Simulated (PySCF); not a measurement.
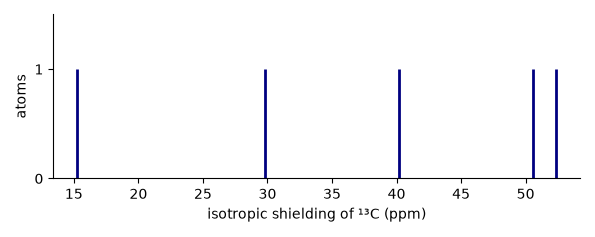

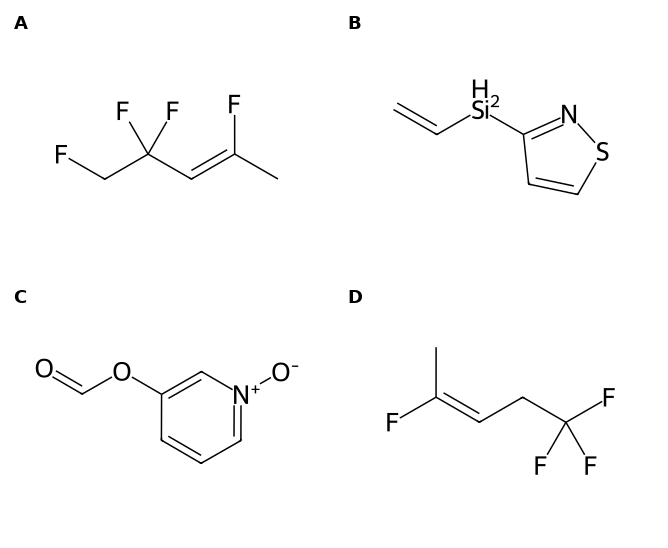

The sticks are computed shieldings of one of the molecules, for one fixed geometry (GFN2-xTB) without averaging over rotations. Low shielding means a high chemical shift. Method: GIAO PBE0/pcSseg-1 NMR shielding, non-relativistic, gas phase (PySCF 2.14.0).

### Which molecule gives this pattern?

B, `C=C[SiH2]c1ccsn1`. Its 5 C atoms give lines at 15.3, 29.8, 40.2, 50.5, 52.4 ppm.

The geometry is semi-empirical. Around Si such bond lengths and angles can be off by a tenth of an ångström or more and by several degrees, and values that hang on the shape move with them.
